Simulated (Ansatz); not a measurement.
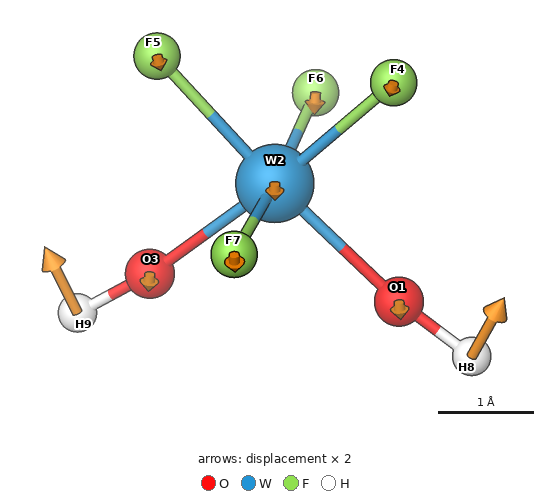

This is a relaxation of WH$_{2}$O$_{2}$F$_{4}$. The starting structure is drawn; orange arrows show the displacements, magnified 2 times. The two geometries are superimposed by the best rigid fit.

The picture is a ball-and-stick view, seen at a tilt.

The start comes from GFN2-xTB.

Computed with Ansatz, RKS PBE0-D4/def2-TZVP. Set-up: force threshold 0.005 eV/Å; at most 150 steps.

**Which element moves most?**

Hydrogen: up to 0.42 Å, against 0.13 Å for fluorine.

**What did the optimiser do to the structure, and how much energy did it gain?**

Over 9 geometry steps the energy falls by 2.93 kcal/mol. The largest force component goes from 0.59 to 0.0018 eV/Å. The largest moves after the best rigid fit, 0.42 Å, are those of H8 and H9. Largest moves by element: H 0.42 Å, F 0.13 Å, O 0.11 Å, W 0.11 Å. Near-neighbour distances that change, for instance: W2–F7 1.885 → 1.857 Å, W2–F6 1.885 → 1.857 Å, O1–W2 1.831 → 1.841 Å, O1–H8 0.963 → 0.958 Å. Among the angles between lasting bonds that change: W2–O3–H9 173.1° → 141.8°, W2–O1–H8 172.5° → 141.4°. Cost: 50 s on 4 threads of Arm Neoverse V2 (shared host).
